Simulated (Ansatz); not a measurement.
# One shape, several levels: BHO2 (oxoborinic acid)

Wanted: a comparison of 6 runs (CAM-B3LYP/STO-3G, wB97M-V/STO-3G, CCSDTQ/STO-3G, CCSD/STO-3G, CCSD(T)/STO-3G, UCCSD(T)/STO-3G) of BHO2 (oxoborinic acid). 

Program for the calculation: Ansatz 0.2.0.

60 further runs of the same task are left out: 2 that didn't finish, 58 set aside as unsound or not needed.

## 1. Starting point

BHO2 has 4 atoms, charge 0, and is taken as a singlet. SMILES: `O=BO`. The O3–B2 distance was set to 2.644 Å, away from the relaxed value. At this shape a bond of the SMILES string is far longer than usual.

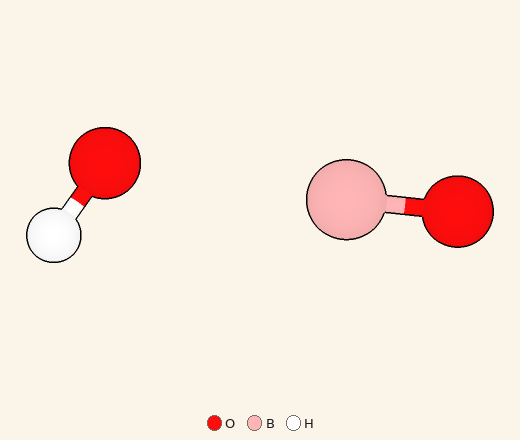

The structure, seen from a chosen angle (oxygen red, boron pink, hydrogen white).

## 2. A single-point energy at CAM-B3LYP/STO-3G (run 1)

Contents of job.yaml:

```yaml
crystal:
  periodic: [false, false, false]
  atoms:
    - {symbol: O, position_ang: [-2.795685, 0.957495, 0.568498]}
    - {symbol: B, position_ang: [-1.664485, 0.565995, 0.388598]}
    - {symbol: O, position_ang: [0.816700, -0.302000, 0.108600]}
    - {symbol: H, position_ang: [1.162300, -0.353500, -0.785700]}
basis:
  gaussian: {orbitals: STO-3G}
hamiltonian: {xc: {name: CAM-B3LYP}}
accuracy: high
```

Run with:

```
$ ansatz run job.yaml --threads 1 --pin off --max-ram 2610MiB --events-out events.jsonl --progress --plain --runs-dir runs
```

The log of the run:

```text
Warning: RAYON_NUM_THREADS=1 ignored (pool sized by the plan → 1); use --threads N
Functional definition: CAM-B3LYP
  name "CAM-B3LYP"
  parameter alpha = 0.19
  parameter beta = 0.46
  parameter omega = 0.33/bohr
  parameter ac = 0.81
  exchange = (1 - alpha - beta)*b88_x + beta*b88_x_sr(omega) + alpha*exact_x + beta*exact_x_lr(omega)
  correlation = (1 - ac)*vwn5_c + ac*lyp_c
248 factors; integrals over basis functions are off by at most 4.0e-8 eV
148 factors; integrals over basis functions are off by at most 7.5e-10 eV
mean field evaluation 1: about -4704.6263 eV, gradient 4.2e1 eV
mean field evaluation 2: about -4606.6705 eV, gradient 1.3e2 eV
mean field evaluation 4: about -4712.6507 eV, gradient 4.3e0 eV
mean field evaluation 8: about -4712.7366 eV, gradient 1.3e-1 eV
mean field evaluation 16: about -4712.6985 eV, gradient 1.2e-4 eV
mean field -4712.69852130 eV, -173.1884762761 hartree, gradient 2.3e-8 eV, S^2 0.000000; 0 other end points of the search recorded, 0 dependent functions left out
reference -4712.69853347 eV, -173.1884767232 hartree; 11, 11 occupied and 5, 5 virtual orbitals, 248 factors
Total energy: -4712.69853347 eV, -173.1884767232 hartree
```

Wall time 0.97 s (1 thread of Arm Neoverse V1, shared host).

## 3. A single-point energy at wB97M-V/STO-3G (run 2)

Contents of run.yaml:

```yaml
crystal:
  periodic: [false, false, false]
  atoms:
    - {symbol: O, position_ang: [-2.795685, 0.957495, 0.568498]}
    - {symbol: B, position_ang: [-1.664485, 0.565995, 0.388598]}
    - {symbol: O, position_ang: [0.816700, -0.302000, 0.108600]}
    - {symbol: H, position_ang: [1.162300, -0.353500, -0.785700]}
basis:
  gaussian:
    orbitals: STO-3G
magnetization:
  spin_polarized: false
  initial_magnetization: 0
hamiltonian:
  xc: {name: wB97M-V}
accuracy: high
```

Run with:

```
$ ansatz run run.yaml --threads 1 --pin off --max-ram 2610MiB --events-out events.jsonl --progress --plain --runs-dir runs
```

The log of the run, cut to the lines that bear on the results:

```text
Warning: RAYON_NUM_THREADS=1 ignored (pool sized by the plan → 1); use --threads N
Functional definition: wB97M-V
  name "wB97M-V"
[...]
  gx(w, u) = 1 - cx + cx01*u + cx10*w
  gss(w, u) = css00 + css04*u^4 + css10*w + css20*w^2 + css43*w^4*u^3
  gos(w, u) = cos00 + cos10*w + (cos20 + cos21*u)*w^2 + (cos60 + cos61*u)*w^6
[...]
      + integral(e_c_pw_mod_opposite_spin*gos(b97_w_opposite, b97_u_opposite)) + vv10(b, c)
248 factors; integrals over basis functions are off by at most 4.0e-8 eV
133 factors; integrals over basis functions are off by at most 1.2e-9 eV
[...]
mean field -4715.15024978 eV, -173.2785756359 hartree, gradient 4.0e-8 eV, S^2 0.000000; 0 other end points of the search recorded, 0 dependent functions left out
reference -4715.15025187 eV, -173.2785757126 hartree; 11, 11 occupied and 5, 5 virtual orbitals, 248 factors
Total energy: -4715.15025187 eV, -173.2785757126 hartree
```

Wall time 14 s (1 thread of Arm Neoverse V1, shared host); peak memory 0.22 GiB.

Runs 3 to 5 aren't shown in full; the table further down has their settings and results.

## 4. A single-point energy at UCCSD(T)/STO-3G (run 6)

Contents of input.yaml:

```yaml
crystal:
  periodic: [false, false, false]
  atoms:
    - {symbol: O, position_ang: [-2.795685, 0.957495, 0.568498]}
    - {symbol: B, position_ang: [-1.664485, 0.565995, 0.388598]}
    - {symbol: O, position_ang: [0.816700, -0.302000, 0.108600]}
    - {symbol: H, position_ang: [1.162300, -0.353500, -0.785700]}
basis:
  gaussian:
    orbitals: STO-3G
magnetization:
  spin_polarized: true
correlation:
  method: ccsd_t
  frozen_orbitals: {B: 1, H: 0, O: 1}
accuracy: high
scf:
  omitted_lower_state_checks: [cluster_reference, increment]
```

Run with:

```
$ ansatz run input.yaml --threads 1 --pin off --max-ram 2610MiB --events-out events.jsonl --progress --plain --runs-dir runs
```

The log of the run:

```text
Warning: RAYON_NUM_THREADS=1 ignored (pool sized by the plan → 1); use --threads N
[... 17 lines left out ...]
3 core orbitals not correlated: weight in the atoms' cores, before any rotation towards them, 1.000 or more for the frozen orbitals, at most 0.000 for the correlated occupied ones
[... 42 lines left out ...]
Total energy: -4699.05359945 eV, -172.6870346468 hartree
Checks for a lower state left out: cluster_reference, increment
```

It took 0.48 s on 1 thread of Arm Neoverse V1, shared host.

## 5. The series

```csv
run,level,frozen core orbitals,energy (Eh),wall time
1,CAM-B3LYP/STO-3G,–,-173.188477,0.97 s
2,wB97M-V/STO-3G,–,-173.278576,14 s
3,CCSDTQ/STO-3G,3,-172.694626,9.9 s
4,CCSD/STO-3G,3,-172.680686,0.16 s
5,CCSD(T)/STO-3G,3,-172.697852,0.16 s
6,UCCSD(T)/STO-3G,3,-172.687035,0.48 s
```

## 6. Summary of results

```
                                          quantity          value
                               run 6: total energy  -172.68703 Eh
run 6: correlation energy (3 core orbitals frozen)     -148.7 mEh
                             run 6: (T) correction      -6.29 mEh
          run 6: ⟨S²⟩ of the reference determinant          1.169
                              run 6: T1 diagnostic          0.037
```

Totals of different functionals can't be ranked against each other. In runs 3, 4, 5 the log says that unrestricted orbitals would lower the reference, so the values rest on an unstable closed-shell determinant (other closed-shell runs at this shape may share the fault). In runs 1, 2, 3, 4, 5, 6 the basis is minimal, so the values are rough. Spin contamination of the reference: run 6 ⟨S²⟩ = 1.17. Where it is this large, the reference is a mixture of spin states, and values that rest on it are in doubt. All runs together took 26 s, the longest 14 s.
